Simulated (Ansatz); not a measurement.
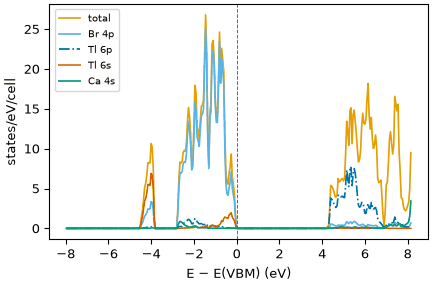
Figure. Total and projected density of states of CaTlBr$_{3}$ in space group Cmcm (No. 63; Ca on 4a, Tl on 4c, Br on 8f, Br on 4c), plane-wave PAW r²SCAN+D4 (Ansatz code)

Task: Which orbitals carry the states next to the gap?

Result: Top 1 eV of the valence band: Br 4p 89 %, Tl 6s 8 %. Bottom 1 eV of the conduction band: Tl 6p 65 %, Br 4p 7 %, Br 4s 6 %, outside the projected shells 18 %. Projections are on Löwdin-orthogonalised atomic valence shells; empty p or d shells of many metals are not among them.

Task: Where is the tallest occupied peak in this window, and what makes it?

Result: Near -1.4 eV, about 27 states/eV per cell; the largest projected share is Br 4p.

The workflow started from a Materials Project entry (that database holds measured and hypothetical structures alike); the Crystallography Open Database copy checked does not list it. Its standing as an ambient phase is unchecked. Symmetry was held in the r²SCAN+D4 relaxation; its stability against distortions is not shown here. Scalar-relativistic: spin–orbit coupling is off unless named, which matters more the heavier the elements.

Potentials: the later of the program's two PAW sets.
